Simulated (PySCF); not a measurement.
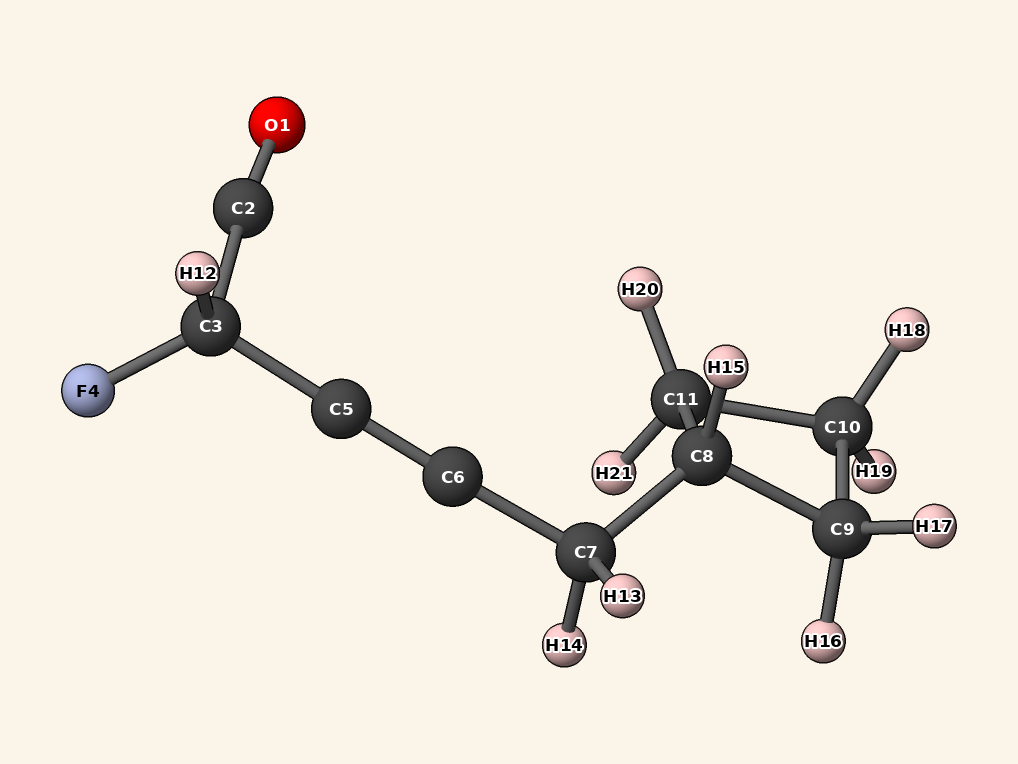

The questions are on isotropic NMR shieldings of the C atoms. State: charge +1, singlet. The geometry was computed by an optimisation with PBE0-D3(BJ)/def2-SVP. No frequency run is at hand to confirm it as a minimum. Level of theory: GIAO PBE0/pcSseg-1 NMR shielding, non-relativistic, IEF-PCM tetrahydrofuran (PySCF 2.14.0).

Which C atom is the most shielded (lowest chemical shift)?

C10 (164.4 ppm).

Which C atom is the least shielded (highest chemical shift)?

C2 (33.5 ppm).

How wide is the range of C shifts?

130.9 ppm.

List the isotropic NMR shieldings of the C atoms.

```csv
atom,σ (ppm)
C2,33.5
C3,108.6
C5,116.2
C6,47.0
C7,155.3
C8,147.1
C9,152.3
C10,164.4
C11,154.7
```
